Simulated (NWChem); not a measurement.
## Energy and gradient calculation of HIO (part 2 of 2)

HIO (hypoiodous acid), SMILES OI; HF/3-21G, RHF (NWChem 7.3.0). The geometry comes from this level: PBE0-D4/def2-TZVP.

Geometry of the input (Å):
```
O  -0.3762  -0.4676  -0.2534
I  1.2471  0.1302  0.6970
H  -0.8709  0.3375  -0.4436
```

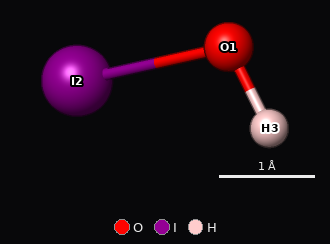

**Figure 1.** The input geometry (ball-and-stick view, seen at a tilt; atoms are numbered from 1 in the order of the input).

Log, continued
```
 Vector   23  Occ=2.000000D+00  E=-2.432843D+00
              MO Center=  1.2D+00,  1.3D-01,  7.0D-01, r^2= 2.7D-01
   Bfn.  Coefficient  Atom+Function         Bfn.  Coefficient  Atom+Function
  ----- ------------  ---------------      ----- ------------  ---------------
    37      0.889167  2 I  d -1              36     -0.458369  2 I  d -2
    32     -0.342279  2 I  d -1              39      0.231264  2 I  d  1
    40      0.232077  2 I  d  2              31      0.176446  2 I  d -2

 Vector   24  Occ=2.000000D+00  E=-2.432842D+00
              MO Center=  1.2D+00,  1.3D-01,  7.0D-01, r^2= 2.7D-01
   Bfn.  Coefficient  Atom+Function         Bfn.  Coefficient  Atom+Function
  ----- ------------  ---------------      ----- ------------  ---------------
    38      0.696860  2 I  d  0              40      0.552920  2 I  d  2
    39      0.468141  2 I  d  1              36      0.325174  2 I  d -2
    33     -0.268252  2 I  d  0              35     -0.212842  2 I  d  2
    34     -0.180209  2 I  d  1

 Vector   25  Occ=2.000000D+00  E=-1.342416D+00
              MO Center= -3.4D-01, -2.8D-01, -2.2D-01, r^2= 5.7D-01
   Bfn.  Coefficient  Atom+Function         Bfn.  Coefficient  Atom+Function
  ----- ------------  ---------------      ----- ------------  ---------------
     6      0.726158  1 O  s                  1     -0.229888  1 O  s
     2      0.214859  1 O  s

 Vector   26  Occ=2.000000D+00  E=-8.467970D-01
              MO Center=  9.2D-01,  5.5D-02,  5.1D-01, r^2= 1.9D+00
   Bfn.  Coefficient  Atom+Function         Bfn.  Coefficient  Atom+Function
  ----- ------------  ---------------      ----- ------------  ---------------
    23      0.519841  2 I  s                 27     -0.508237  2 I  s
    19     -0.456509  2 I  s                 15     -0.232252  2 I  s
     6      0.150765  1 O  s

 Vector   27  Occ=2.000000D+00  E=-6.489928D-01
              MO Center= -1.6D-01, -2.5D-01, -1.1D-01, r^2= 1.5D+00
   Bfn.  Coefficient  Atom+Function         Bfn.  Coefficient  Atom+Function
  ----- ------------  ---------------      ----- ------------  ---------------
     8      0.344896  1 O  py                 4      0.331415  1 O  py
     6     -0.332167  1 O  s                 41      0.234808  3 H  s
     7     -0.204684  1 O  px                 3     -0.189298  1 O  px
    42      0.174531  3 H  s                 27      0.168406  2 I  s

 Vector   28  Occ=2.000000D+00  E=-5.425151D-01
              MO Center= -1.9D-01, -4.0D-01, -1.4D-01, r^2= 1.1D+00
   Bfn.  Coefficient  Atom+Function         Bfn.  Coefficient  Atom+Function
  ----- ------------  ---------------      ----- ------------  ---------------
     9      0.499112  1 O  pz                 5      0.423522  1 O  pz
     7     -0.273718  1 O  px                 3     -0.232264  1 O  px
    26     -0.163105  2 I  pz                30      0.153684  2 I  pz

 Vector   29  Occ=2.000000D+00  E=-5.056651D-01
              MO Center=  3.4D-01, -2.9D-01,  1.6D-01, r^2= 2.4D+00
   Bfn.  Coefficient  Atom+Function         Bfn.  Coefficient  Atom+Function
  ----- ------------  ---------------      ----- ------------  ---------------
    24      0.338633  2 I  px                 8      0.315955  1 O  py
     7      0.301439  1 O  px                20      0.273716  2 I  px
     4      0.245880  1 O  py                 3      0.232218  1 O  px
    27     -0.222657  2 I  s                  9      0.197119  1 O  pz
    26      0.187775  2 I  pz                28     -0.185737  2 I  px

 Vector   30  Occ=2.000000D+00  E=-3.755094D-01
              MO Center=  1.2D+00,  1.1D-01,  6.4D-01, r^2= 2.2D+00
   Bfn.  Coefficient  Atom+Function         Bfn.  Coefficient  Atom+Function
  ----- ------------  ---------------      ----- ------------  ---------------
    25      0.584777  2 I  py                29     -0.514467  2 I  py
    21      0.467335  2 I  py                17     -0.208107  2 I  py
    28      0.169452  2 I  px                 8      0.163928  1 O  py

 Vector   31  Occ=2.000000D+00  E=-3.634546D-01
              MO Center=  1.1D+00,  6.5D-02,  5.9D-01, r^2= 2.2D+00
   Bfn.  Coefficient  Atom+Function         Bfn.  Coefficient  Atom+Function
  ----- ------------  ---------------      ----- ------------  ---------------
    26      0.516326  2 I  pz                30     -0.457263  2 I  pz
    22      0.410965  2 I  pz                24     -0.283159  2 I  px
    28      0.250768  2 I  px                 9      0.238572  1 O  pz
    20     -0.225378  2 I  px                18     -0.182838  2 I  pz
     5      0.181243  1 O  pz

 Vector   32  Occ=0.000000D+00  E= 7.275499D-02
              MO Center=  7.4D-01, -8.4D-03,  4.1D-01, r^2= 2.9D+00
   Bfn.  Coefficient  Atom+Function         Bfn.  Coefficient  Atom+Function
  ----- ------------  ---------------      ----- ------------  ---------------
    28      0.661268  2 I  px                 6      0.573851  1 O  s
    30      0.387649  2 I  pz                 7      0.382432  1 O  px
    20     -0.265098  2 I  px                24     -0.264117  2 I  px
    27     -0.261903  2 I  s                 29      0.248369  2 I  py
     8      0.243778  1 O  py                 9      0.234270  1 O  pz

 Vector   33  Occ=0.000000D+00  E= 2.966912D-01
              MO Center= -7.8D-01,  4.2D-01, -3.9D-01, r^2= 2.0D+00
   Bfn.  Coefficient  Atom+Function         Bfn.  Coefficient  Atom+Function
  ----- ------------  ---------------      ----- ------------  ---------------
    42      1.396250  3 H  s                  6     -0.669905  1 O  s
     8     -0.444981  1 O  py                 7      0.437591  1 O  px
    23      0.262942  2 I  s                 28      0.252978  2 I  px
     9      0.195184  1 O  pz                 3      0.191444  1 O  px
     4     -0.179452  1 O  py                30      0.150494  2 I  pz

 Vector   34  Occ=0.000000D+00  E= 5.188637D-01
              MO Center=  1.4D+00,  1.8D-01,  8.0D-01, r^2= 3.0D+00
   Bfn.  Coefficient  Atom+Function         Bfn.  Coefficient  Atom+Function
  ----- ------------  ---------------      ----- ------------  ---------------
    27      2.018253  2 I  s                 23      1.856612  2 I  s
    15     -0.370909  2 I  s                 42     -0.343045  3 H  s
    24      0.332278  2 I  px                 7     -0.197162  1 O  px
    26      0.191616  2 I  pz                20      0.158444  2 I  px

 Vector   35  Occ=0.000000D+00  E= 5.667324D-01
              MO Center=  1.3D+00,  1.4D-01,  7.1D-01, r^2= 3.4D+00
   Bfn.  Coefficient  Atom+Function         Bfn.  Coefficient  Atom+Function
  ----- ------------  ---------------      ----- ------------  ---------------
    26      1.383811  2 I  pz                30      1.234033  2 I  pz
    24     -0.758897  2 I  px                28     -0.676757  2 I  px
    22      0.558089  2 I  pz                20     -0.306062  2 I  px
    18     -0.228243  2 I  pz

 Vector   36  Occ=0.000000D+00  E= 5.696159D-01
              MO Center=  1.3D+00,  1.0D-01,  7.1D-01, r^2= 3.5D+00
   Bfn.  Coefficient  Atom+Function         Bfn.  Coefficient  Atom+Function
  ----- ------------  ---------------      ----- ------------  ---------------
    25      1.558788  2 I  py                29      1.388913  2 I  py
    21      0.628837  2 I  py                28     -0.309166  2 I  px
    24     -0.303731  2 I  px                17     -0.257203  2 I  py
    42     -0.203807  3 H  s

 Vector   37  Occ=0.000000D+00  E= 5.817992D-01
              MO Center=  1.1D+00,  8.6D-02,  6.3D-01, r^2= 3.4D+00
   Bfn.  Coefficient  Atom+Function         Bfn.  Coefficient  Atom+Function
  ----- ------------  ---------------      ----- ------------  ---------------
    24      1.393694  2 I  px                28      1.354862  2 I  px
    26      0.790959  2 I  pz                30      0.767976  2 I  pz
    27     -0.667723  2 I  s                 20      0.554196  2 I  px
    23     -0.547784  2 I  s                 42      0.441671  3 H  s
    22      0.314717  2 I  pz                25      0.264649  2 I  py

 Vector   38  Occ=0.000000D+00  E= 1.228368D+00
              MO Center= -8.3D-01,  2.3D-01, -4.3D-01, r^2= 9.1D-01
   Bfn.  Coefficient  Atom+Function         Bfn.  Coefficient  Atom+Function
  ----- ------------  ---------------      ----- ------------  ---------------
    41      1.383948  3 H  s                 42     -0.903145  3 H  s
     8     -0.294139  1 O  py                 4     -0.224683  1 O  py
     7      0.193482  1 O  px                27      0.193931  2 I  s

 Vector   39  Occ=0.000000D+00  E= 1.763218D+00
              MO Center= -3.6D-01, -4.6D-01, -2.5D-01, r^2= 8.3D-01
   Bfn.  Coefficient  Atom+Function         Bfn.  Coefficient  Atom+Function
  ----- ------------  ---------------      ----- ------------  ---------------
     5      0.898996  1 O  pz                 9     -0.868338  1 O  pz
     3     -0.493019  1 O  px                 7      0.476206  1 O  px
    30      0.151678  2 I  pz

 Vector   40  Occ=0.000000D+00  E= 1.854443D+00
              MO Center= -3.7D-01, -5.9D-01, -2.6D-01, r^2= 8.3D-01
   Bfn.  Coefficient  Atom+Function         Bfn.  Coefficient  Atom+Function
  ----- ------------  ---------------      ----- ------------  ---------------
     8      1.078683  1 O  py                 4     -0.958474  1 O  py
     3     -0.279707  1 O  px                41     -0.260961  3 H  s
     5     -0.249882  1 O  pz                24     -0.225084  2 I  px
     9      0.219878  1 O  pz                 7      0.202930  1 O  px
    23      0.152196  2 I  s

 Vector   41  Occ=0.000000D+00  E= 1.973939D+00
              MO Center= -3.1D-01, -5.3D-01, -2.2D-01, r^2= 9.2D-01
   Bfn.  Coefficient  Atom+Function         Bfn.  Coefficient  Atom+Function
  ----- ------------  ---------------      ----- ------------  ---------------
     7      1.078120  1 O  px                 3     -0.896001  1 O  px
     9      0.540201  1 O  pz                 8     -0.507129  1 O  py
     5     -0.455487  1 O  pz                42      0.451683  3 H  s
     4      0.356514  1 O  py                27     -0.287181  2 I  s
    24     -0.170271  2 I  px                41      0.165701  3 H  s

 center of mass
 --------------
 x =   1.98769220 y =   0.12319581 z =   1.10248393

 moments of inertia (a.u.)
 ------------------
          68.042936671910         -47.330652434035         -85.420556812956
         -47.330652434035         196.716958487035         -27.808735203002
         -85.420556812956         -27.808735203002         165.469836961293

  Mulliken analysis of the total density
  --------------------------------------

    Atom       Charge   Shell Charges
 -----------   ------   -------------------------------------------------------
    1 O    8     8.74   1.99  0.42  2.04  1.53  2.76
    2 I   53    52.65   2.00  2.00  6.00  2.00  6.00  2.00  5.96  0.98  2.55  0.96  2.22 10.00 10.00
    3 H    1     0.60   0.43  0.17

       Multipole analysis of the density wrt the origin
       ------------------------------------------------

     L   x y z        total         open         nuclear
     -   - - -        -----         ----         -------
     0   0 0 0     -0.000000      0.000000     62.000000

     1   1 0 0      0.028741      0.000000    117.571381
     1   0 1 0      0.824284      0.000000      6.607238
     1   0 0 1      0.098741      0.000000     65.143182

     2   2 0 0    -23.270370      0.000000    301.115211
     2   1 1 0     -0.543496      0.000000     34.706410
     2   1 0 1      1.449879      0.000000    168.629873
     2   0 2 0    -26.014041      0.000000      9.862173
     2   0 1 1     -0.298064      0.000000     20.026249
     2   0 0 2    -25.248792      0.000000     94.495120

                              NWChem Gradients Module
                              -----------------------

                                   HIO gradient

  wavefunction    =   RHF

                         RHF ENERGY GRADIENTS

    atom               coordinates                        gradient
                 x          y          z           x          y          z
   1 O      -0.710972  -0.883711  -0.478857    0.007819   0.002962   0.004586
   2 I       2.356696   0.246023   1.317215   -0.019463  -0.001759  -0.010851
   3 H      -1.645743   0.637688  -0.838339    0.011644  -0.001203   0.006265

                 ----------------------------------------
                 |  Time  |  1-e(secs)   |  2-e(secs)   |
                 ----------------------------------------
                 |  CPU   |       0.00   |       0.49   |
                 ----------------------------------------
                 |  WALL  |       0.00   |       0.49   |
                 ----------------------------------------

 Task  times  cpu:        2.5s     wall:        2.5s
 Total times  cpu:        2.5s     wall:        2.5s
```

Results in brief

- outcome: converged
- total energy: −6962.279843 hartree
- basis functions: 42
- largest force: 1.149 eV/Å
- HOMO: −9.89 eV
- LUMO: 1.98 eV
- dipole moment: 2.11 D
- hardware: 1 thread of Intel Xeon (Granite Rapids), 32 GiB of memory available, shared host
- wall time: 3.3 s
- peak memory: 0.096 GiB
